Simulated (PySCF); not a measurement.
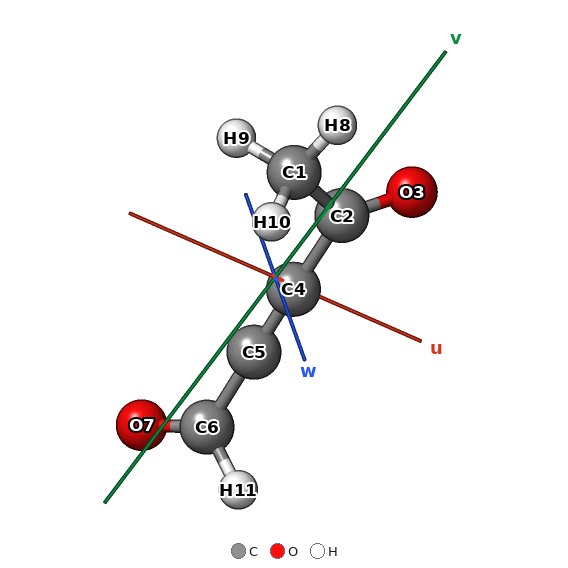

The lines u, v and w are the principal axes of the static dipole polarisability. Computed geometry: GFN2-xTB optimisation. No frequency run is at hand to confirm it as a minimum. Level of theory: B3LYP/def2-SVPD (PySCF 2.14.0).

Question: Along which axis is the molecule most polarisable, and along which least?

Answer: Most along v (nearly parallel to the C2–C4 bond), least along w.

Question: Give the three principal values.

Answer: u 54.5, v 105.4, w 47.4 bohr³; mean 69.1, anisotropy 54.8 bohr³.
